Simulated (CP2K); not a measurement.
**GFN0-xTB run of CH6FInSi (SMILES F[CH]([SiH3])[InH2])**

Aim: the energy change on altering one bond length of CH6FInSi at GFN0-xTB, from 2 runs. 

Program for the calculation: CP2K 2026.2.

4 further runs of the same task are left out: 2 that didn't finish, 2 set aside as unsound or not needed.

### 1 The system as given

The species is CH6FInSi (10 atoms), meant as a singlet with charge 0. SMILES: `F[CH]([SiH3])[InH2]`. Geometry: a GFN2-xTB relaxation, a rough one for these elements and not checked as a minimum.

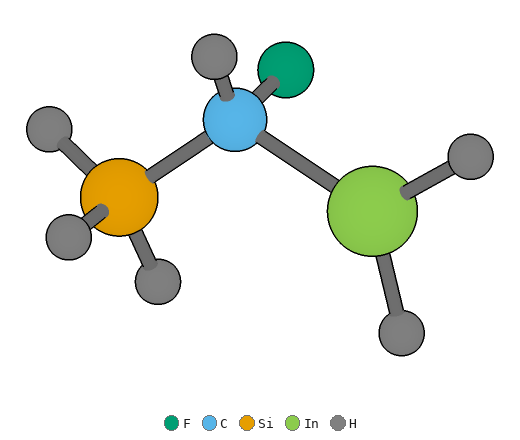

The structure, seen from a chosen angle (fluorine teal, carbon blue, silicon amber, indium green, hydrogen grey).

### 2 Energy and forces at GFN0-xTB

File mol.inp:

```
&GLOBAL
   PROJECT_NAME mol
   RUN_TYPE ENERGY_FORCE
   PRINT_LEVEL MEDIUM
&END GLOBAL

&FORCE_EVAL
   METHOD Quickstep
   &DFT
      ! Quickstep
      &QS
         METHOD XTB
         EPS_DEFAULT 1.0E-10
         &XTB
            GFN_TYPE 0
            CHECK_ATOMIC_CHARGES F
         &END XTB
      &END QS
      ! no periodic images
      &POISSON
         PERIODIC NONE
         POISSON_SOLVER ANALYTIC
      &END POISSON
      ! SCF settings
      &SCF
         SCF_GUESS ATOMIC
         EPS_SCF 1.0E-07
         MAX_SCF 150
         ADDED_MOS 4
         &DIAGONALIZATION
            ALGORITHM STANDARD
         &END DIAGONALIZATION
         &MIXING
            METHOD DIRECT_P_MIXING
            ALPHA 0.4
         &END MIXING
         &SMEAR ON
            METHOD FERMI_DIRAC
            ELECTRONIC_TEMPERATURE [K] 300
         &END SMEAR
      &END SCF
      ! extra output
      &PRINT
         &MOMENTS
            PERIODIC F
            REFERENCE COM
            MAX_MOMENT 1
         &END MOMENTS
         &MO ON
            ENERGIES T
            OCCUPATION_NUMBERS T
            NDIGITS 6
            &EACH
               QS_SCF 0
            &END EACH
            ADD_LAST NUMERIC
         &END MO
         &HIRSHFELD OFF
         &END HIRSHFELD
      &END PRINT
   &END DFT
   ! structure
   &SUBSYS
      &CELL
         ABC 15.5 16 18.2
         PERIODIC NONE
      &END CELL
      &COORD
         F     -1.686060     0.728770    -0.058940
         C     -0.262510     0.728010    -0.020810
         Si     0.344750    -0.074570     1.596910
         In     0.043170    -0.452700    -1.900030
         H      0.023140     1.778900    -0.130430
         H     -0.244790     0.618280     2.746670
         H      1.808610     0.085460     1.569060
         H     -0.048050    -1.490860     1.587450
         H     -0.054710     0.273040    -3.492510
         H      0.076450    -2.194340    -1.897370
      &END COORD
      &TOPOLOGY
         &CENTER_COORDINATES
         &END CENTER_COORDINATES
      &END TOPOLOGY
   &END SUBSYS
   ! extra output
   &PRINT
      &FORCES ON
      &END FORCES
   &END PRINT
&END FORCE_EVAL
```

On the command line:

```bash
$ OMP_NUM_THREADS=1 cp2k.psmp -i mol.inp -o mol.out
```

The log of the run:

```text
CP2K| version string:                                       CP2K version 2026.2
[...]
 GLOBAL| Method name                                                        CP2K
[...]
 GLOBAL| Run type                                                   ENERGY_FORCE
[...]
                             - Atoms:                                         10
[...]
                             - Spherical basis functions:                     38
[...]
 Number of electrons:                                                         24
[...]
  Fermi energy:                                                -0.31818298140983
[...]
 TB_DIPOLE| Moment [Debye]          2.14532842      -0.03162180       0.84979963
 TB_DIPOLE| Derivative [a.u.]       0.00000000       0.00000000       0.00000000
[...]
 ENERGY| Total FORCE_EVAL ( QS ) energy [hartree]            -12.427866893823465
 FORCES| Atomic forces [hartree/bohr]
 FORCES|   Atom     x               y               z               |f|
 FORCES|      1  2.55059094E-02 -4.89748878E-04  3.91525161E-04   2.55136152E-02
 FORCES|      2 -1.98962480E-02 -8.92977708E-03  5.07416035E-03   2.23908175E-02
 FORCES|      3 -3.24254686E-03  7.02428010E-03 -1.28510700E-02   1.50001540E-02
 FORCES|      4 -1.46284432E-03  3.32699308E-03  4.97512984E-03   6.16122662E-03
 FORCES|      5  2.72419882E-04  4.53167532E-04  2.50239573E-03   2.55764692E-03
 FORCES|      6  1.94229098E-03 -2.21007737E-03 -2.16480621E-03   3.65285124E-03
 FORCES|      7 -4.60793847E-03 -1.20337535E-03  1.66477950E-03   5.04506689E-03
 FORCES|      8  1.54877229E-03  3.42622901E-03  9.04721102E-04   3.86733256E-03
 FORCES|      9 -7.27543868E-05 -7.85398559E-04  3.05738322E-04   8.45943272E-04
 FORCES|     10  1.29395159E-05 -6.12292490E-04 -8.02573857E-04   1.00955154E-03
 FORCES| Sum    -1.34600312E-16  2.89481980E-17  1.08420217E-18
 FORCES| Total atomic force                                       1.37682307E-16
[...]
```

It took 1.1 s on 1 thread of Intel Xeon Platinum 8488C (Sapphire Rapids), shared host; peak memory 0.19 GiB.

### 3 The distorted shape, same level

File run.inp:

```
&GLOBAL
  PROJECT run
  RUN_TYPE ENERGY_FORCE
  PRINT_LEVEL MEDIUM
&END GLOBAL
&FORCE_EVAL
  METHOD Quickstep
  &DFT
    CHARGE 0
    MULTIPLICITY 1
    &QS
      METHOD XTB
      EPS_DEFAULT 1.0E-10
      &XTB
        GFN_TYPE 0
        CHECK_ATOMIC_CHARGES F
      &END XTB
    &END QS
    &POISSON
      PERIODIC NONE
      POISSON_SOLVER ANALYTIC
    &END POISSON
    &SCF
      SCF_GUESS ATOMIC
      EPS_SCF 1.0E-07
      MAX_SCF 150
      ADDED_MOS 4
      &DIAGONALIZATION
        ALGORITHM STANDARD
      &END DIAGONALIZATION
      &MIXING
        METHOD DIRECT_P_MIXING
        ALPHA 0.4
      &END MIXING
      &SMEAR ON
        METHOD FERMI_DIRAC
        ELECTRONIC_TEMPERATURE [K] 300
      &END SMEAR
    &END SCF
    &PRINT
      &MOMENTS
        PERIODIC F
        REFERENCE COM
        MAX_MOMENT 1
      &END MOMENTS
      &MO ON
        ENERGIES T
        OCCUPATION_NUMBERS T
        NDIGITS 6
        &EACH
          QS_SCF 0
        &END EACH
        ADD_LAST NUMERIC
      &END MO
      &HIRSHFELD OFF
      &END HIRSHFELD
    &END PRINT
  &END DFT
  &SUBSYS
    &CELL
      ABC [angstrom] 15.5 16.1 18.2
      PERIODIC NONE
    &END CELL
    &COORD
      F     -1.689389     0.902978    -0.059206
      C     -0.265839     0.902218    -0.021076
      Si     0.341421     0.099638     1.596644
      In     0.039841    -0.278492    -1.900296
      H      0.019811     1.953108    -0.130696
      H     -0.248119     0.792488     2.746404
      H      1.805281     0.259668     1.568794
      H     -0.051379    -1.316652     1.587184
      H     -0.058039     0.447248    -3.492776
      H      0.076450    -2.194340    -1.897370
    &END COORD
    &TOPOLOGY
      &CENTER_COORDINATES
      &END CENTER_COORDINATES
    &END TOPOLOGY
  &END SUBSYS
  # extra output
  &PRINT
    &FORCES ON
    &END FORCES
  &END PRINT
&END FORCE_EVAL
```

On the command line:

```bash
$ OMP_NUM_THREADS=1 cp2k.psmp run.inp > run.out
```

The log of the run:

```text
CP2K| version string:                                       CP2K version 2026.2
[...]
 GLOBAL| Method name                                                        CP2K
[...]
 GLOBAL| Run type                                                   ENERGY_FORCE
[...]
                             - Atoms:                                         10
[...]
                             - Spherical basis functions:                     38
[...]
 Number of electrons:                                                         24
[...]
  Fermi energy:                                                -0.33156875490326
[...]
 TB_DIPOLE| Moment [Debye]          2.00376923       1.18171108       1.46651697
 TB_DIPOLE| Derivative [a.u.]       0.00000000       0.00000000       0.00000000
[...]
 ENERGY| Total FORCE_EVAL ( QS ) energy [hartree]            -12.425516814169061
 FORCES| Atomic forces [hartree/bohr]
 FORCES|   Atom     x               y               z               |f|
 FORCES|      1  2.82666182E-02 -2.52104546E-04  6.33966806E-04   2.82748506E-02
 FORCES|      2 -2.37552065E-02 -9.21996972E-03  6.32630254E-03   2.62552810E-02
 FORCES|      3 -2.92813398E-03  6.33193301E-03 -1.23972096E-02   1.42252645E-02
 FORCES|      4 -5.48391069E-04 -7.84203932E-03  6.33307620E-03   1.00948585E-02
 FORCES|      5  5.96297151E-04 -1.71937142E-04  1.09141232E-03   1.25551325E-03
 FORCES|      6  1.91332193E-03 -2.10503639E-03 -2.41014060E-03   3.72837186E-03
 FORCES|      7 -4.61287366E-03 -1.20544801E-03  1.66030963E-03   5.04859747E-03
 FORCES|      8  1.55194363E-03  3.42259891E-03  9.10741395E-04   3.86680258E-03
 FORCES|      9 -1.71893460E-04 -1.94912441E-03 -8.65674427E-04   2.13963210E-03
 FORCES|     10 -3.11682267E-04  1.29911276E-02 -1.28278422E-03   1.30580273E-02
 FORCES| Sum    -1.21647484E-16 -3.46944695E-18  1.38777878E-17
 FORCES| Total atomic force                                       1.22485674E-16
[...]
```

Wall time 1.1 s (1 thread of Intel Xeon Platinum 8488C (Sapphire Rapids), shared host); peak memory 0.19 GiB.

### 4 Outcome

At GFN0-xTB:

```
                                                           quantity         value
                                          first shape: total energy  -12.42787 Eh
             first shape: dipole moment (from atomic charges alone)        2.31 D
                                           first shape: HOMO energy     -10.88 eV
                                           first shape: LUMO energy      -7.76 eV
                                         first shape: HOMO–LUMO gap       3.11 eV
                                     first shape: dispersion energy  -7.08 kJ/mol
                              first shape: largest force on an atom    1.312 eV/Å
                                      distorted shape: total energy  -12.42552 Eh
         distorted shape: dipole moment (from atomic charges alone)        2.75 D
                                       distorted shape: HOMO energy     -10.92 eV
                                       distorted shape: LUMO energy      -8.13 eV
                                     distorted shape: HOMO–LUMO gap       2.79 eV
                                 distorted shape: dispersion energy  -7.03 kJ/mol
                          distorted shape: largest force on an atom    1.454 eV/Å
energy change with the In4–H10 bond stretched from 1.742 to 1.916 Å      0.064 eV
```

In words: With the In4–H10 bond stretched from 1.742 to 1.916 Å the energy rises by 0.06 eV (6.2 kJ/mol). The first shape isn't relaxed at this level, so the change isn't measured from a minimum. The largest force (first shape) is 1.31 eV/Å: the shape isn't a stationary point for this species at this level. The dipole (first shape) comes from point charges on the atoms alone, without atomic dipoles, so it is partial. The dipole (distorted shape) comes from point charges on the atoms alone, without atomic dipoles, so it is partial.
